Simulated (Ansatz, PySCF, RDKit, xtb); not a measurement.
# CH4SiTe: from the formula to a structure

Task: start from the formula CH4SiTe, draw up candidate structures, narrow them down in stages, and characterise the one that lies lowest at 298.15 K.

The funnel: GFN2-xTB relaxations, single points with a density functional, relaxations at PBE-D3(BJ)/def2-SVP, harmonic vibrations, and a last energy at a higher level. All values are calculated.

3 further runs of the same task are left out: 3 set aside as unsound or not needed.

## 1. Possible bonding patterns

All bonding patterns within simple valence rules are listed by program: one Lewis structure each, at most two rings and one unusual centre or charged pair. O–O, O–halogen and N–halogen bonds and N–N–N chains are not drawn. That gives 22 candidates.

c013 C1[SiH]=[TeH]1; c047 [SiH]C[TeH] (triplet); c054 C[TeH]=[Si]; c065 C#[SiH-][TeH2+]; c090 [SiH3]C#[TeH]; c195 C[Si]#[TeH]; c222 [SiH]C[TeH]; c354 [CH][SiH2][TeH]; c374 C[TeH]=[Si] (triplet); c468 C#[Te][SiH3]; c525 C=[TeH]#[SiH]; c614 C=[SiH][TeH]; c638 C=[Te]=[SiH2]; c663 C1=[TeH][SiH2]1; c731 C#[TeH]=[SiH2]; c754 [SiH2]=C[TeH]; c767 C=[Si-][TeH2+]; c869 [CH][SiH2][TeH] (triplet); c925 [SiH3]C=[Te]; c939 C[SiH]=[Te]; c956 C1[SiH2][Te]1; c974 C[Te]#[SiH].

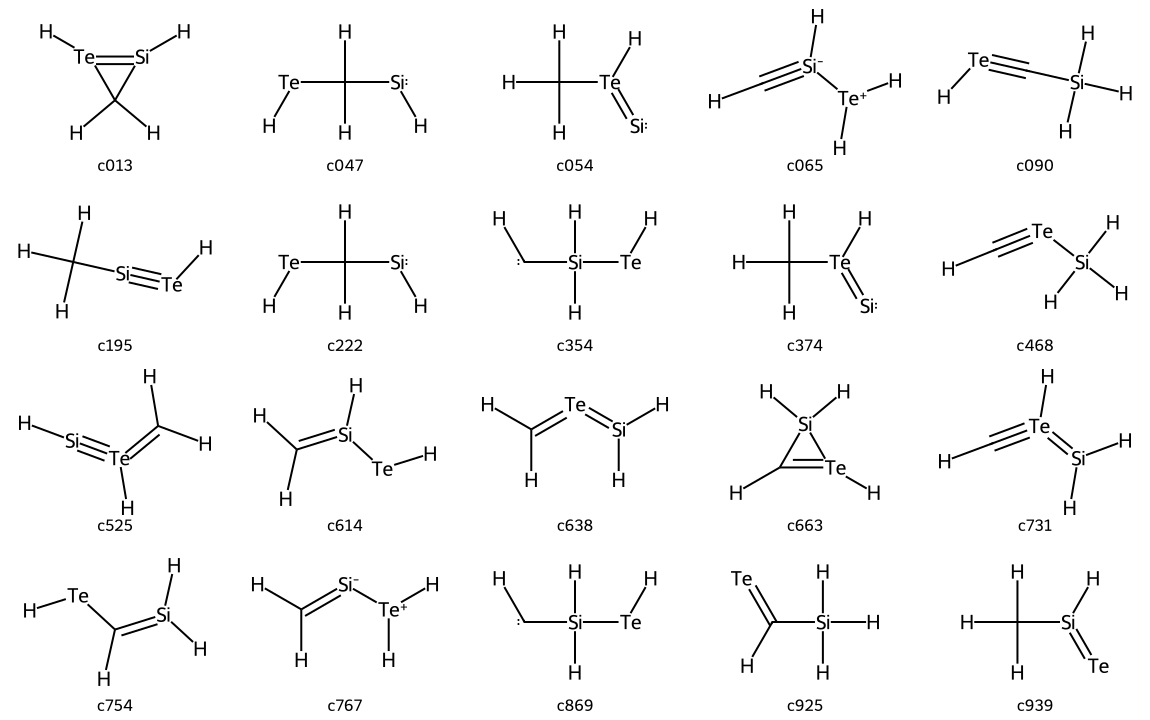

Structural formulas of the candidates (the first 20).

Candidates are built by distance geometry, with a force field where one applies, in up to four conformers (letters a to d). 6 starts with atoms placed at random are added, to find patterns that the rules miss.

**Question.** With final energies at CCSD(T)/def2-TZVP, which structure will this search put lowest in free energy, and by what margin?

| quantity | value |
| --- | --- |
| lowest structure found | C[SiH]=[Te], singlet, Cs |
| next finalist | C1[SiH2][Te]1, singlet, 13.5 kcal/mol higher in G |
| share at equilibrium, among the finalists | 100.0 % |
| harmonic wavenumbers, lowest and highest (PBE-D3(BJ)/def2-SVP) | 105 and 3104 cm⁻¹ |
| rotational constants, same geometry | 0.7717, 0.06049, 0.0567 cm⁻¹ |
| dipole moment (PBE0/def2-TZVPD) | 3.08 D |
| HOMO energy (PBE0/def2-TZVPD) | -6.14 eV |
| LUMO energy (PBE0/def2-TZVPD) | -2.46 eV |
| HOMO–LUMO gap (PBE0/def2-TZVPD) | 3.68 eV |
| lowest excitation (TD-PBE0/def2-SVPD) | 2.26 eV (f = 0.000) |
| strongest of the states computed, same level | 3.88 eV (f = 0.114) |
| lowest triplet excitation, same level, Tamm-Dancoff | 1.97 eV |
| vertical ionisation energy | 8.05 eV |
| vertical electron affinity | 0.83 eV |
| vertical triplet less singlet | +1.99 eV |

The search ends on `C[SiH]=[Te]`. The margin of 13.5 kcal/mol over the next finalist is beyond the usual error of the last level; it says nothing of structures that weren't ranked. GFN2-xTB, HF/STO-3G, r2SCAN-D4/def2-SVP, PBE-D3(BJ)/def2-SVP, HF/def2-TZVP and MP2/def2-TZVP already put its bonding pattern lowest among the structures in one piece. Spin-orbit coupling, which matters for elements this heavy, is left out. Lowest found is not proven lowest: the search is finite, and each finalist counts with one conformer. Patterns outside the rules of the enumeration were met only by chance. The lowest isomer need not be the one that is made and kept in a bottle, which depends on barriers.
